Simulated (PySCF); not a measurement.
**C5H6 (Cyclopropylacetylene) at 6 levels**

Wanted: a comparison of 6 runs (HF/STO-3G, HF/3-21G, B3LYP/6-31G*, B2PLYP/def2-SVP, wB97M-V/def2-SVP, SCS-MP2/def2-SVP) of C5H6 (Cyclopropylacetylene). 

Program for the calculation: PySCF 2.14.0.

1 further run of the same task is left out (set aside as unsound or not needed).

### 1 The system as given

The species is C5H6 (11 atoms), meant as a singlet with charge 0. SMILES: `C#CC1CC1`. The C2–C3 distance was set to 2.570 Å, away from the relaxed value. At this shape a bond of the SMILES string is far longer than usual.

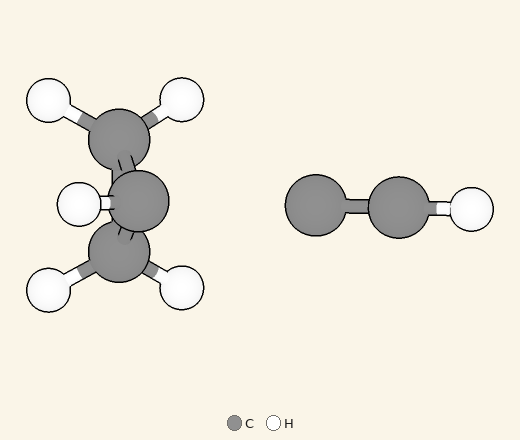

The structure, seen from a chosen angle (carbon grey, hydrogen white).

### 2 A single-point energy at HF/STO-3G (run 1)

Contents of job.py:

```python
from pyscf import gto, scf

mol = gto.M(
    atom='''
C     -1.471791     3.295602     0.115841
C     -0.847181     2.276862     0.200121
C      0.491980     0.089500     0.370560
C     -0.243570    -1.225240     0.354640
C      0.572210    -0.818370    -0.829130
H     -2.019161     4.186812     0.043441
H      1.370550     0.164420     1.001710
H      0.122740    -2.016780     0.990860
H     -1.319000    -1.196270     0.265030
H      1.506050    -1.326860    -1.016040
H      0.051650    -0.513250    -1.724270
''',
    basis='sto-3g',
    max_memory=1860,
    charge=0,
    verbose=3,
)

mf = scf.RHF(mol)
mf.conv_tol = 1e-10
mf.kernel()
if not mf.converged:
    mf = mf.newton().run(mf.mo_coeff, mf.mo_occ)

e_tot = mf.e_tot
print('Final energy', e_tot)
```

Started as:

```sh
OMP_NUM_THREADS=1 python job.py
```

Output:

```text
<dir> SyntaxWarning: invalid escape sequence '\W'
  S = {(paw_set(r)[0], bool(re.search(r"spin_orbit\W+true|paw_fr", str((r.get("files") or {}).get("input") or "")) or re.search("(?i)spin.orbit\W+(value\W+)?(true|yes)|value\W+spin-orbit", json.dumps(r.get("inputs"), default=str)))) for r in records}
converged SCF energy = -190.121293160081
Final energy -190.12129316008117
```

Wall time 0.79 s (1 thread of Arm Neoverse V1, shared host); peak memory 0.096 GiB.

### 3 A single-point energy at HF/3-21G (run 2)

Contents of calc.py:

```python
from pyscf import gto

mol = gto.Mole()
mol.atom = '''
C     -1.471791     3.295602     0.115841
C     -0.847181     2.276862     0.200121
C      0.491980     0.089500     0.370560
C     -0.243570    -1.225240     0.354640
C      0.572210    -0.818370    -0.829130
H     -2.019161     4.186812     0.043441
H      1.370550     0.164420     1.001710
H      0.122740    -2.016780     0.990860
H     -1.319000    -1.196270     0.265030
H      1.506050    -1.326860    -1.016040
H      0.051650    -0.513250    -1.724270
'''
mol.basis = '3-21g'
mol.spin = 0
mol.max_memory = 1860
mol.verbose = 4
mol.build()

mf = mol.RHF()
mf.conv_tol = 1e-10
mf.kernel()
if not mf.converged:
    mf = mf.newton().run(mf.mo_coeff, mf.mo_occ)

energy = mf.e_tot
print('E(%s) = %.9f' % ('HF', energy))
```

Started as:

```sh
OMP_NUM_THREADS=1 python calc.py
```

Output:

```text
<dir> SyntaxWarning: invalid escape sequence '\W'
  S = {(paw_set(r)[0], bool(re.search(r"spin_orbit\W+true|paw_fr", str((r.get("files") or {}).get("input") or "")) or re.search("(?i)spin.orbit\W+(value\W+)?(true|yes)|value\W+spin-orbit", json.dumps(r.get("inputs"), default=str)))) for r in records}

PySCF version 2.14.0

[... 69 lines left out ...]
converged SCF energy = -191.453285008483
E(HF) = -191.453285008
```

Wall time 1 s (1 thread of Arm Neoverse V1, shared host); peak memory 0.12 GiB.

### 4 A single-point energy at B3LYP/6-31G(d) (spherical functions) (run 3)

Contents of calc.py:

```python
from pyscf import gto, dft

mol = gto.M(
    atom=[
    ('C', (-1.471791, 3.295602, 0.115841)),
    ('C', (-0.847181, 2.276862, 0.200121)),
    ('C', (0.491980, 0.089500, 0.370560)),
    ('C', (-0.243570, -1.225240, 0.354640)),
    ('C', (0.572210, -0.818370, -0.829130)),
    ('H', (-2.019161, 4.186812, 0.043441)),
    ('H', (1.370550, 0.164420, 1.001710)),
    ('H', (0.122740, -2.016780, 0.990860)),
    ('H', (-1.319000, -1.196270, 0.265030)),
    ('H', (1.506050, -1.326860, -1.016040)),
    ('H', (0.051650, -0.513250, -1.724270)),
],
    verbose=3,
    basis='6-31g*',
    spin=0,
    max_memory=1860,
    charge=0,
)

mf = dft.RKS(mol)
mf.xc = 'b3lyp'
mf.conv_tol = 1e-10
mf.grids.level = 5
mf.kernel()
if not mf.converged:
    mf = mf.newton().run(mf.mo_coeff, mf.mo_occ)

etot = mf.e_tot
print('E = %.10f Eh' % etot)
```

Started as:

```sh
OMP_NUM_THREADS=1 python calc.py
```

Output:

```text
<dir> SyntaxWarning: invalid escape sequence '\W'
  S = {(paw_set(r)[0], bool(re.search(r"spin_orbit\W+true|paw_fr", str((r.get("files") or {}).get("input") or "")) or re.search("(?i)spin.orbit\W+(value\W+)?(true|yes)|value\W+spin-orbit", json.dumps(r.get("inputs"), default=str)))) for r in records}
converged SCF energy = -193.858230255633
E = -193.8582302556 Eh
```

Run time: 24 s. Hardware: 1 thread of Arm Neoverse V1, shared host; peak memory 0.41 GiB.

Runs 4 to 5 aren't shown in full; the table further down has their settings and results.

### 5 The energy at SCS-MP2/def2-SVP (run 6)

Contents of input.xyz:

```xyz
11
C5H6
C     -1.471791     3.295602     0.115841
C     -0.847181     2.276862     0.200121
C      0.491980     0.089500     0.370560
C     -0.243570    -1.225240     0.354640
C      0.572210    -0.818370    -0.829130
H     -2.019161     4.186812     0.043441
H      1.370550     0.164420     1.001710
H      0.122740    -2.016780     0.990860
H     -1.319000    -1.196270     0.265030
H      1.506050    -1.326860    -1.016040
H      0.051650    -0.513250    -1.724270
```

Contents of input.py:

```python
from pyscf import gto, scf, mp

molecule = gto.M(
    atom='input.xyz',
    basis='def2-svp',
    max_memory=1860,
    verbose=3,
)

mf = scf.RHF(molecule)
mf.conv_tol = 1e-10
mf.kernel()
if not mf.converged:
    mf = mf.newton().run(mf.mo_coeff, mf.mo_occ)

pt = mp.MP2(mf, frozen=5).run()
e_final = mf.e_tot + 1.2 * pt.e_corr_os + pt.e_corr_ss / 3
print('E(%s) = %.9f' % ('SCS-MP2', e_final))
```

Started as:

```sh
OMP_NUM_THREADS=1 python input.py
```

Output:

```text
<dir> SyntaxWarning: invalid escape sequence '\W'
  S = {(paw_set(r)[0], bool(re.search(r"spin_orbit\W+true|paw_fr", str((r.get("files") or {}).get("input") or "")) or re.search("(?i)spin.orbit\W+(value\W+)?(true|yes)|value\W+spin-orbit", json.dumps(r.get("inputs"), default=str)))) for r in records}
converged SCF energy = -192.395443289884
E(RMP2) = -193.066619099084  E_corr = -0.671175809199947
E(SCS-RMP2) = -193.063415546857  E_corr = -0.667972256973518
E(SCS-MP2) = -193.063415547
```

Run time: 2.9 s. Hardware: 1 thread of Arm Neoverse V1, shared host; peak memory 0.26 GiB.

### 6 The series

| run | level | integration grid | frozen core orbitals | energy (Eh) | dipole moment (D) of the reference | HOMO energy (eV) | LUMO energy (eV) | wall time |
| --- | --- | --- | --- | --- | --- | --- | --- | --- |
| 1 | HF/STO-3G | – | – | -190.121293 | 3.91 | -7.81 | 2.72 | 0.79 s |
| 2 | HF/3-21G | – | – | -191.453285 | 4.87 | -9.66 | 0.88 | 1 s |
| 3 | B3LYP/6-31G* (spherical functions) | 5 | – | -193.858230 | 3.67 | -6.65 | -3.25 | 24 s |
| 4 | B2PLYP/def2-SVP | 5 | 5 | -193.496482 | 4.13 | -8.19 | -1.86 | 31 s |
| 5 | wB97M-V/def2-SVP | 5 | – | -193.615848 | 3.82 | -9.59 | -1.16 | 3 min |
| 6 | SCS-MP2/def2-SVP | – | 5 | -193.063416 | 4.99 | -9.76 | 0.64 | 2.9 s |

### 7 Outcome

| quantity | value |
| --- | --- |
| run 6: total energy | -193.06342 Eh |
| run 6: dipole moment (Hartree–Fock density) | 4.99 D |
| run 6: HOMO energy (Hartree–Fock orbitals) | -9.76 eV |
| run 6: LUMO energy (Hartree–Fock orbitals) | 0.64 eV |
| run 6: HOMO–LUMO gap (Hartree–Fock orbitals) | 10.40 eV |
| run 6: correlation energy (5 core orbitals frozen) | -668.0 mEh |

**Reading.** Over runs 1, 2, 3, 4, 5 the dipole moment (its size) runs from 3.67 D (B3LYP/6-31G*) to 4.87 D (HF/3-21G). The two ends differ in method and basis. Over runs 1, 2, 3, 4, 5 the HOMO–LUMO gap runs from 3.39 eV (B3LYP/6-31G*) to 10.53 eV (HF/3-21G). Totals of different functionals can't be ranked against each other. In run 1 the basis is minimal, so the values are rough. In all runs a closed-shell determinant meets a far-stretched bond; if it breaks into open shells, such a determinant describes it badly, and no broken-symmetry solution was shown. All runs together took 4 min, the longest 3 min.
